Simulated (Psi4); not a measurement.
Interaction calculation of SiNO₄ (charge −1) (part 1 of 2)

SiNO₄, charge −1, computed with SAPT0/jun-cc-pVDZ, RHF (Psi4 1.11).

The geometry comes from this level: GFN2-xTB.

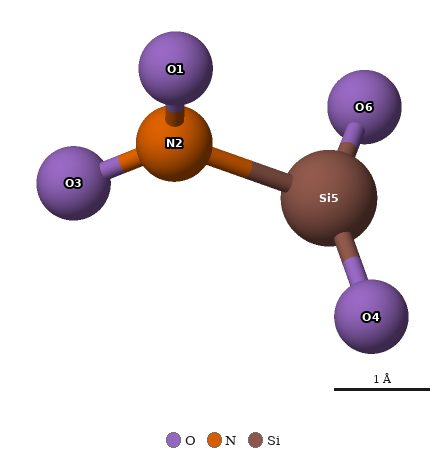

*The structure (ball-and-stick view, seen at a tilt; atoms are numbered from 1 in the order of the input).*

**The input (job.in)**
```
memory 1600 MB

molecule m {
  -1 1
  O     -0.718800     1.699680    -0.068680
  N     -0.475040     0.573390    -0.502820
  O     -0.871090     0.214520    -1.612660
  --
  0 1
  O     -0.445910    -1.416110     1.415020
  Si     0.520990    -0.627920     0.551360
  O      1.989850    -0.443560     0.217780
  symmetry c1
  no_reorient
  no_com
}

set basis jun-cc-pVDZ
set reference rhf
set scf_type df
set freeze_core true

E, wfn = energy('sapt0', return_wfn=True)
print_variables()
```

Machine: 1 thread of AMD EPYC (Zen 3), 24 GiB of memory available, shared host.

Launch command:
```bash
psi4 -i job.in -o job.out -n 1
```

**Output**
```
Psi4 1.11 release

   => Loading Basis Set <=

    Name: JUN-CC-PVDZ
    Role: ORBITAL
    Keyword: BASIS

   => Loading Basis Set <=

    Name: JUN-CC-PVDZ
    Role: ORBITAL
    Keyword: BASIS

  //>>>>>>>>>>>>>>>>>>>>>>>>>>>>>>>>>>>//
  //              Dimer HF             //
  //<<<<<<<<<<<<<<<<<<<<<<<<<<<<<<<<<<<//

   => Loading Basis Set <=

    Name: JUN-CC-PVDZ
    Role: ORBITAL
    Keyword: BASIS

         ---------------------------------------------------------
                                   SCF
                              RHF Reference
                        1 Threads,   1525 MiB Core
         ---------------------------------------------------------

  ==> Geometry <==

    Molecular point group: c1
    Full point group: C1

    Geometry (in Angstrom), charge = -1, multiplicity = 1:

       Center              X                  Y                   Z               Mass
    ------------   -----------------  -----------------  -----------------  -----------------
         O           -0.718800000000     1.699680000000    -0.068680000000    15.994914619570
         N           -0.475040000000     0.573390000000    -0.502820000000    14.003074004430
         O           -0.871090000000     0.214520000000    -1.612660000000    15.994914619570
         O           -0.445910000000    -1.416110000000     1.415020000000    15.994914619570
         SI           0.520990000000    -0.627920000000     0.551360000000    27.976926534650
         O            1.989850000000    -0.443560000000     0.217780000000    15.994914619570

  Running in c1 symmetry.

  Rotational constants: A =      0.16309  B =      0.07823  C =      0.06878 [cm^-1]
  Rotational constants: A =   4889.19332  B =   2345.22187  C =   2062.06782 [MHz]
  Nuclear repulsion =  285.631657426006370

  Charge       = -1
  Multiplicity = 1
  Electrons    = 54
  Nalpha       = 27
  Nbeta        = 27

  ==> Algorithm <==

  SCF Algorithm Type is DF.
  DIIS enabled.
  MOM disabled.
  Fractional occupation disabled.
  Guess Type is SAD.
  Energy threshold   = 1.00e-08
  Density threshold  = 1.00e-08
  Integral threshold = 1.00e-12

  ==> Primary Basis <==

  Basis Set: JUN-CC-PVDZ
    Blend: JUN-CC-PVDZ
    Number of shells: 50
    Number of basis functions: 112
    Number of Cartesian functions: 118
    Spherical Harmonics?: true
    Max angular momentum: 2

   => Loading Basis Set <=

    Name: (JUN-CC-PVDZ AUX)
    Role: JKFIT
    Keyword: DF_BASIS_SCF

  ==> Integral Setup <==

  DFHelper Memory: AOs need 0.052 GiB; user supplied 1.118 GiB.
  SCF_SUBTYPE=INCORE selected. In-core MEM_DF algorithm will be used.
  Using in-core AOs.

  ==> MemDFJK: Density-Fitted J/K Matrices <==

    J tasked:                   Yes
    K tasked:                   Yes
    wK tasked:                   No
    Memory [MiB]:              1144
    Algorithm:                 Core
    Schwarz Cutoff:           1E-12
    Mask sparsity (%):       0.0638
    Fitting Condition:        1E-10

   => Auxiliary Basis Set <=

  Basis Set: (JUN-CC-PVDZ AUX)
    Blend: JUN-CC-PVDZ-JKFIT
    Number of shells: 174
    Number of basis functions: 516
    Number of Cartesian functions: 595
    Spherical Harmonics?: true
    Max angular momentum: 3

  Minimum eigenvalue in the overlap matrix is 7.4643558171E-04.
  Reciprocal condition number of the overlap matrix is 9.6288464809E-05.
    Using symmetric orthogonalization.

  ==> Pre-Iterations <==

  SCF Guess: Superposition of Atomic Densities via on-the-fly atomic UHF (no occupation information).

   -------------------------
    Irrep   Nso     Nmo
   -------------------------
     A        112     112
   -------------------------
    Total     112     112
   -------------------------

  ==> Iterations <==

                           Total Energy        Delta E     RMS |[F,P]|

   @DF-RHF iter SAD:  -641.29772368289298   -6.41298e+02   0.00000e+00
   @DF-RHF iter   1:  -642.49295108854108   -1.19523e+00   8.54450e-03 ADIIS/DIIS
   @DF-RHF iter   2:  -642.58155758733710   -8.86065e-02   7.66206e-03 ADIIS/DIIS
   @DF-RHF iter   3:  -642.85556355697111   -2.74006e-01   4.22256e-04 ADIIS/DIIS
   @DF-RHF iter   4:  -642.85728637737532   -1.72282e-03   1.09318e-04 ADIIS/DIIS
   @DF-RHF iter   5:  -642.85745465765058   -1.68280e-04   4.18365e-05 DIIS
   @DF-RHF iter   6:  -642.85748121764277   -2.65600e-05   1.61371e-05 DIIS
   @DF-RHF iter   7:  -642.85748547810169   -4.26046e-06   7.92083e-06 DIIS
   @DF-RHF iter   8:  -642.85748608088511   -6.02783e-07   1.99104e-06 DIIS
   @DF-RHF iter   9:  -642.85748614858926   -6.77041e-08   7.38290e-07 DIIS
   @DF-RHF iter  10:  -642.85748615619275   -7.60349e-09   1.90990e-07 DIIS
   @DF-RHF iter  11:  -642.85748615659236   -3.99609e-10   1.17572e-07 DIIS
   @DF-RHF iter  12:  -642.85748615670400   -1.11640e-10   2.47668e-08 DIIS
   @DF-RHF iter  13:  -642.85748615671673   -1.27329e-11   7.65049e-09 DIIS
  Energy and wave function converged.

  ==> Post-Iterations <==

    Orbital Energies [Eh]
    ---------------------

    Doubly Occupied:

       1A    -68.687520     2A    -20.462659     3A    -20.462496
       4A    -20.360790     5A    -20.360697     6A    -15.668267
       7A     -6.034344     8A     -4.141234     9A     -4.140890
      10A     -4.139800    11A     -1.446099    12A     -1.242217
      13A     -1.115976    14A     -1.086434    15A     -0.798005
      16A     -0.629875    17A     -0.571844    18A     -0.546541
      19A     -0.436722    20A     -0.367312    21A     -0.357416
      22A     -0.356534    23A     -0.329831    24A     -0.308210
      25A     -0.293580    26A     -0.289204    27A     -0.285146

    Virtual:

      28A      0.171643    29A      0.173620    30A      0.183043
      31A      0.192521    32A      0.229264    33A      0.264352
      34A      0.267882    35A      0.314822    36A      0.325722
      37A      0.340324    38A      0.359206    39A      0.369671
      40A      0.373862    41A      0.386652    42A      0.389785
      43A      0.401936    44A      0.419686    45A      0.422024
      46A      0.433341    47A      0.438719    48A      0.448673
      49A      0.457753    50A      0.469742    51A      0.523644
      52A      0.524300    53A      0.598967    54A      0.607597
      55A      0.645961    56A      0.684534    57A      0.690624
      58A      0.718941    59A      0.791528    60A      0.811071
      61A      0.887745    62A      0.906047    63A      0.913831
      64A      0.921832    65A      1.017330    66A      1.295284
      67A      1.312611    68A      1.350597    69A      1.364775
      70A      1.420758    71A      1.558552    72A      1.565313
      73A      1.577740    74A      1.600306    75A      1.622846
      76A      1.639572    77A      1.651993    78A      1.676084
      79A      1.710248    80A      1.734015    81A      1.762601
      82A      1.772760    83A      1.817447    84A      2.012006
      85A      2.122948    86A      2.361353    87A      2.384698
      88A      2.397102    89A      2.490721    90A      2.523430
      91A      2.751722    92A      2.760177    93A      3.070545
      94A      3.103593    95A      3.109145    96A      3.148612
      97A      3.152935    98A      3.176099    99A      3.180470
     100A      3.222993   101A      3.242924   102A      3.355988
     103A      3.404308   104A      3.417042   105A      3.469859
     106A      3.527009   107A      3.708896   108A      3.842368
     109A      3.916722   110A      3.924712   111A      4.145339
     112A      4.160041

    Final Occupation by Irrep:
              A
    DOCC [    27 ]
    NA   [    27 ]
    NB   [    27 ]

  @DF-RHF Final Energy:  -642.85748615671673

   => Energetics <=

    Nuclear Repulsion Energy =            285.6316574260063703
    One-Electron Energy =               -1467.1390041491265492
    Two-Electron Energy =                 538.6498605664035040
    Total Energy =                       -642.8574861567167318

Computation Completed

Properties will be evaluated at   0.000000,   0.000000,   0.000000 [a0]

Properties computed using the SCF density matrix

 Multipole Moments:

 ------------------------------------------------------------------------------------
     Multipole            Electronic (a.u.)      Nuclear  (a.u.)        Total (a.u.)
 ------------------------------------------------------------------------------------

 L = 1.  Multiply by 2.5417464519 to convert [e a0] to [Debye]
 Dipole X            :         -7.1713054            6.8048660           -0.3664395
 Dipole Y            :          8.6447876           -8.2031310            0.4416565
 Dipole Z            :         -7.5873001            7.2017085           -0.3855917
 Magnitude           :                                                    0.6913894

 ------------------------------------------------------------------------------------

	total time  =          2 seconds =       0.03 minutes

  //>>>>>>>>>>>>>>>>>>>>>>>>>>>>>>>>>>>//
  //            Monomer A HF           //
  //<<<<<<<<<<<<<<<<<<<<<<<<<<<<<<<<<<<//

  ==> Geometry <==

    Molecular point group: c1
    Full point group: C1

    Geometry (in Angstrom), charge = -1, multiplicity = 1:

       Center              X                  Y                   Z               Mass
    ------------   -----------------  -----------------  -----------------  -----------------
         O           -0.718800000000     1.699680000000    -0.068680000000    15.994914619570
         N           -0.475040000000     0.573390000000    -0.502820000000    14.003074004430
         O           -0.871090000000     0.214520000000    -1.612660000000    15.994914619570
      Gh(O)          -0.445910000000    -1.416110000000     1.415020000000    15.994914619570
      Gh(SI)          0.520990000000    -0.627920000000     0.551360000000    27.976926534650
      Gh(O)           1.989850000000    -0.443560000000     0.217780000000    15.994914619570

  Running in c1 symmetry.

  Rotational constants: A =      0.16309  B =      0.07823  C =      0.06878 [cm^-1]
  Rotational constants: A =   4889.19332  B =   2345.22187  C =   2062.06782 [MHz]
  Nuclear repulsion =   63.890423922720302

  Charge       = -1
  Multiplicity = 1
  Electrons    = 24
  Nalpha       = 12
  Nbeta        = 12

  ==> Iterations <==

                           Total Energy        Delta E     RMS |[F,P]|

   @DF-RHF iter SAD:  -203.23090444350291   -2.03231e+02   0.00000e+00
   @DF-RHF iter   1:  -204.01659837408624   -7.85694e-01   4.45307e-03 ADIIS/DIIS
   @DF-RHF iter   2:  -204.07648571963080   -5.98873e-02   3.06770e-03 ADIIS/DIIS
   @DF-RHF iter   3:  -204.11649625166126   -4.00105e-02   3.78712e-04 ADIIS/DIIS
   @DF-RHF iter   4:  -204.11750536920789   -1.00912e-03   1.05342e-04 ADIIS/DIIS
   @DF-RHF iter   5:  -204.11765015796578   -1.44789e-04   4.11648e-05 DIIS
   @DF-RHF iter   6:  -204.11767280144164   -2.26435e-05   1.42121e-05 DIIS
   @DF-RHF iter   7:  -204.11767645418314   -3.65274e-06   2.87745e-06 DIIS
   @DF-RHF iter   8:  -204.11767657944591   -1.25263e-07   1.19877e-06 DIIS
   @DF-RHF iter   9:  -204.11767659052708   -1.10812e-08   4.53166e-07 DIIS
   @DF-RHF iter  10:  -204.11767659294560   -2.41852e-09   8.70616e-08 DIIS
   @DF-RHF iter  11:  -204.11767659315265   -2.07052e-10   1.94178e-08 DIIS
   @DF-RHF iter  12:  -204.11767659316408   -1.14255e-11   4.79282e-09 DIIS
  Energy and wave function converged.

  ==> Post-Iterations <==

    Final Occupation by Irrep:
              A
    DOCC [    12 ]
    NA   [    12 ]
    NB   [    12 ]

  @DF-RHF Final Energy:  -204.11767659316408

   => Energetics <=

    Nuclear Repulsion Energy =             63.8904239227203021
    One-Electron Energy =                -413.9183594810805857
    Two-Electron Energy =                 145.9102589651962205
    Total Energy =                       -204.1176765931640773

Computation Completed

Properties will be evaluated at   0.000000,   0.000000,   0.000000 [a0]

Properties computed using the SCF density matrix

 Multipole Moments:

 ------------------------------------------------------------------------------------
     Multipole            Electronic (a.u.)      Nuclear  (a.u.)        Total (a.u.)
 ------------------------------------------------------------------------------------

 L = 1.  Multiply by 2.5417464519 to convert [e a0] to [Debye]
 Dipole X            :         31.7679067          -30.3195218            1.4483848
 Dipole Y            :        -38.2664741           36.5233604           -1.7431136
 Dipole Z            :         33.6021336          -32.0695216            1.5326119
 Magnitude           :                                                    2.7359026

 ------------------------------------------------------------------------------------

	total time  =          2 seconds =       0.03 minutes

  //>>>>>>>>>>>>>>>>>>>>>>>>>>>>>>>>>>>//
  //            Monomer B HF           //
  //<<<<<<<<<<<<<<<<<<<<<<<<<<<<<<<<<<<//

  ==> Geometry <==

    Molecular point group: c1
    Full point group: C1

    Geometry (in Angstrom), charge = 0, multiplicity = 1:

       Center              X                  Y                   Z               Mass
    ------------   -----------------  -----------------  -----------------  -----------------
      Gh(O)          -0.718800000000     1.699680000000    -0.068680000000    15.994914619570
      Gh(N)          -0.475040000000     0.573390000000    -0.502820000000    14.003074004430
      Gh(O)          -0.871090000000     0.214520000000    -1.612660000000    15.994914619570
         O           -0.445910000000    -1.416110000000     1.415020000000    15.994914619570
         SI           0.520990000000    -0.627920000000     0.551360000000    27.976926534650
         O            1.989850000000    -0.443560000000     0.217780000000    15.994914619570

  Running in c1 symmetry.

  Rotational constants: A =      0.16309  B =      0.07823  C =      0.06878 [cm^-1]
  Rotational constants: A =   4889.19332  B =   2345.22187  C =   2062.06782 [MHz]
  Nuclear repulsion =   89.865775002743504
```
